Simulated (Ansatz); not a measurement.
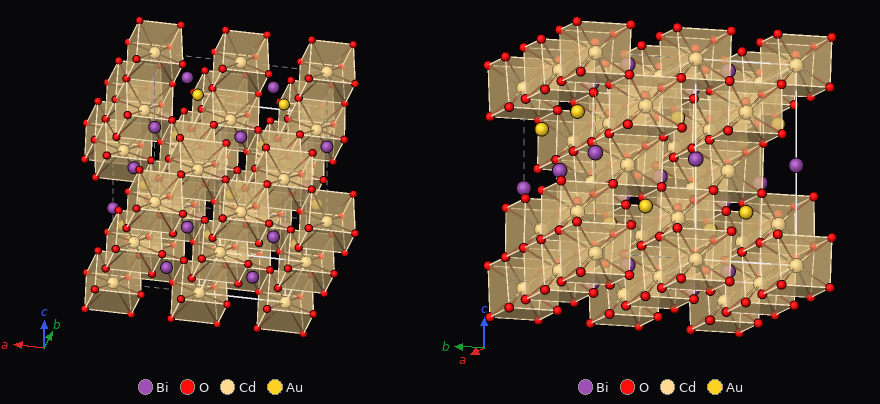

Polyhedra are drawn about Cd (bonds: Cd–O below 2.7 Å); other atoms are plain spheres. Two views of the same piece.

Cd₂BiAuO₈ (space group I-4m2, No. 119). Coordinates: the end point of a relaxation with DFT, PAW plane waves, pbe (Ansatz 0.2.0); the starting structure was generated, so it need not be a known form of this composition.

Sharing among the drawn polyhedra:

| site | polyhedron | corner-sharing neighbours | edge-sharing | face-sharing | bond (Å) |
| --- | --- | --- | --- | --- | --- |
| Cd(2a) | CdO8 cube | 0 | 4 | 0 | 2.34 |
| Cd(2d) | CdO8 cube | 0 | 4 | 0 | 2.37 |

They form a three-dimensional framework of edge-sharing cubes.
